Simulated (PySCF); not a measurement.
# C4H12OSi: the cost of one run

The runs use PySCF 2.14.0, with density-fitted response routines of our own; the level of theory stands in each step. All values are computed, except where a source is named. Atoms count from 0, in the outputs and in this text.

**1. The starting structure**

18 atoms, charge 0, multiplicity 1; geometry from: GFN2-xTB.

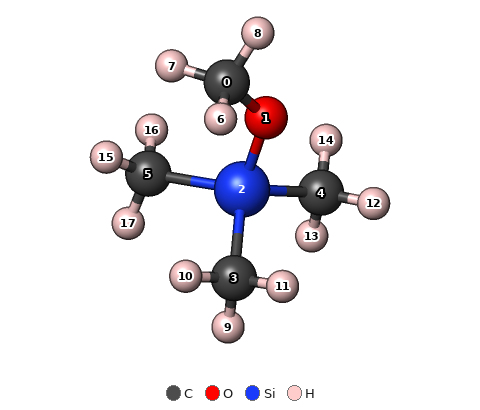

The starting geometry (carbon dark grey, oxygen red, silicon blue, hydrogen pink), atoms numbered.

**2. Geometry optimisation at PBE0-D3(BJ)/def2-SVP**

What the job is given:

```
{"job": {"xc": "PBE0", "basis": "def2-SVP", "d3": "d3bj", "grid": 1, "kind": "geom"}, "charge": 0, "multiplicity": 1}
C      2.359100    -0.263420     0.489660
O      1.036760    -0.292690     0.936410
Si    -0.340630     0.007800     0.102620
C     -0.457910     1.831210    -0.460110
C     -1.654780    -0.458600     1.386540
C     -0.457090    -1.079680    -1.463730
H      2.660900     0.753910     0.228730
H      2.490450    -0.902710    -0.386480
H      2.993820    -0.629800     1.297480
H     -1.443790     2.070230    -0.846500
H      0.257710     2.047320    -1.249900
H     -0.255290     2.515210     0.359420
H     -1.603160     0.185750     2.257000
H     -2.651090    -0.373840     0.967850
H     -1.523120    -1.479970     1.727950
H      0.444070    -0.994190    -2.065370
H     -0.580620    -2.128380    -1.210600
H     -1.292860    -0.795530    -2.094260
```

Started as:

```bash
$ OMP_NUM_THREADS=1 python probes_run.py task.json out
```

The driver reads the jobs from task.json and runs them one after another.

**Question.** How long does this first job take on 1 thread of AMD EPYC 7B13, shared host, and how much memory does it need?

About 81 s, with a peak of 0.66 GiB.
